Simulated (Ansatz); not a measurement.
System: C2H8OSi2.

Input file:

```
crystal:
  periodic: [false, false, false]
  atoms:
    - { symbol: C, position_ang: [-1.1222, -0.5615, 1.3836] }
    - { symbol: C, position_ang: [-0.4381, -0.4623, 0.2479] }
    - { symbol: Si, position_ang: [1.0067, -1.5883, -0.0491] }
    - { symbol: O, position_ang: [-0.7771, 0.3758, -0.8001] }
    - { symbol: Si, position_ang: [-0.1585, 1.867, -1.0189] }
    - { symbol: H, position_ang: [-2.0552, 0.1197, 1.4849] }
    - { symbol: H, position_ang: [-0.9026, -1.1764, 2.2025] }
    - { symbol: H, position_ang: [1.3038, -1.7676, -1.4972] }
    - { symbol: H, position_ang: [0.8077, -2.8891, 0.6558] }
    - { symbol: H, position_ang: [2.2527, -0.9702, 0.5865] }
    - { symbol: H, position_ang: [-0.4205, 2.7182, 0.2167] }
    - { symbol: H, position_ang: [1.3237, 1.7409, -1.1888] }
    - { symbol: H, position_ang: [-0.8, 2.559, -2.209] }
basis:
  gaussian:
    orbitals: "6-31G*"
correlation:
  method: rpa
output:
  orbitals: {}
```

Launched as:

```sh
python energy_c2h8osi2.py
```

The fields and orbitals are those of the mean-field reference, not of the correlated method.

Method: RPA, Gaussian basis, functional hf (Ansatz 0.2.0).

What will maps of the electron density and electron localisation function show?

Answer. C–C (1.33 Å): ρ at the midpoint is about 2.4 e/Å³; the ELF peaks at about 0.95 between the atoms; a multiple bond.
C–O (1.38 Å): ρ is about 2.2 e/Å³ halfway; the ELF peaks at about 0.90 between the atoms (a shared but strongly polarised pair).
C–Si (1.86 Å): ρ at the midpoint is about 1.1 e/Å³; the ELF peaks at about 1 between the atoms, as expected for localised, covalent bonding.
C–H (1.05 Å): ρ at the midpoint is about 2.2 e/Å³; the ELF climbs to about 1 towards the hydrogen, as it does in any bond to H; a covalent bond by its length.

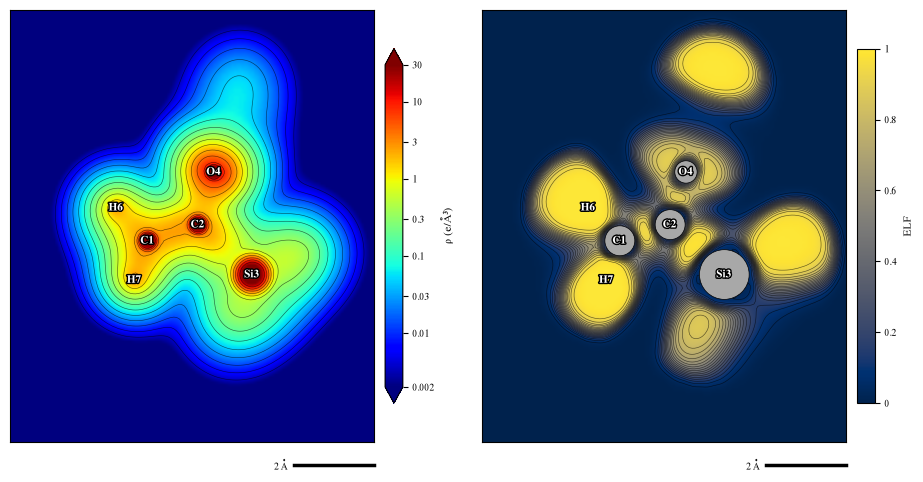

Computed electron density and electron localisation function on the plane of atoms H6, C1 and H7, in this order. Grey discs cover the atomic cores in the ELF map. 
